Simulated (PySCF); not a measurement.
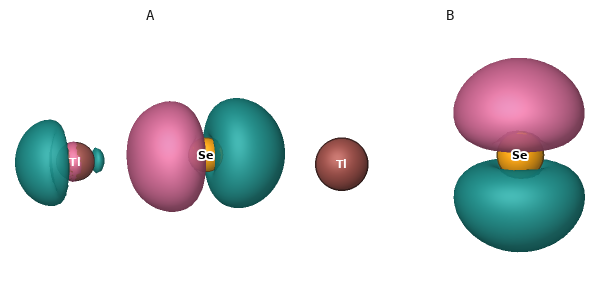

Figure. TlSe (charge +1, triplet). Two frontier α-spin orbitals, each drawn at the value that holds 80 % of its norm (teal and pink are the two phases), in no order; of a degenerate pair one member is drawn.

Core potentials replace the inner electrons of Tl.

Method: PBE0/cc-pVDZ(-PP), non-relativistic Hamiltonian with scalar-relativistic core potentials where named, at a bond length of 3.283 Å in PySCF.

Label each orbital by symmetry, say whether it is occupied, and order them by energy.

Answer. Orbital B: π, occupied in this spin, −13.72 eV; almost wholly on Se.
Orbital A: σ, occupied in this spin, −12.65 eV; mainly on Se (85 %).
